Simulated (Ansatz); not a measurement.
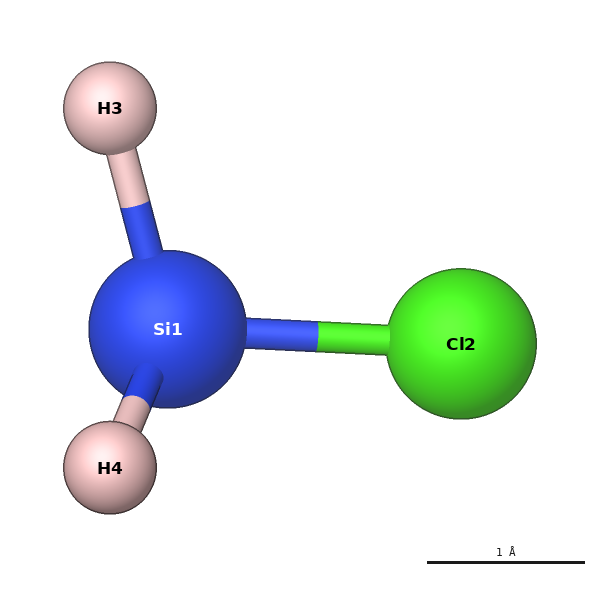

(Drawn from a calculation with Ansatz.)

Atoms carry their numbers in the input. Charge 0, doublet. Geometry: moved along internal coordinates away from the minimum.

Estimate the angles Cl2–Si1–H3, H3–Si1–H4.

```
     angle  degrees
Cl2–Si1–H3    108.5
 H3–Si1–H4    111.2
```
